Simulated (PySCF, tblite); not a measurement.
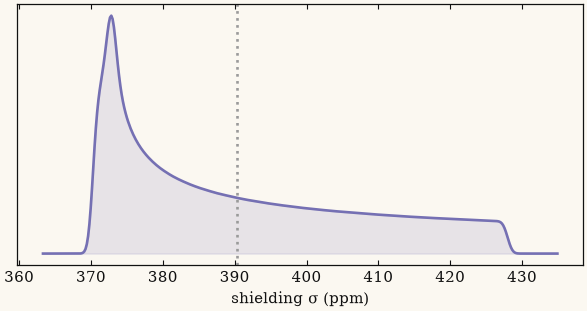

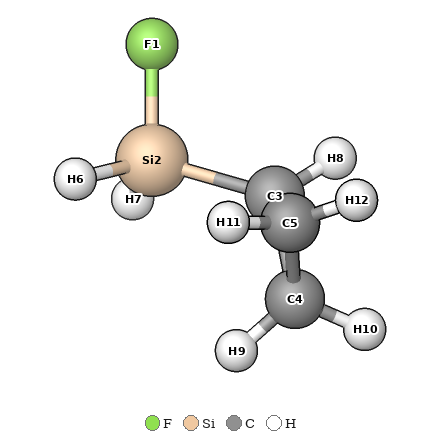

Static powder pattern (¹⁹F) from GIAO shielding tensors of C₃H₇FSi, SMILES F[SiH2]C1CC1, PBE0/pcSseg-1 with PySCF 2.14.0, at a GFN2-xTB geometry (a minimum by its frequencies); absolute shielding, one fixed geometry of the isolated molecule without any motion, no dipolar terms. The dotted line is the isotropic value; skew is 3(σiso − σ22)/span.

The pattern belongs to F1. Give the principal values, span and skew.

Answer. F1: σ11, σ22, σ33 = 370, 373, 428 ppm, isotropic 390, span 58 ppm, skew 0.91.

Known limits of this run: the tight-binding geometry is rougher than a DFT one and adds to the error; one conformer of a flexible molecule.
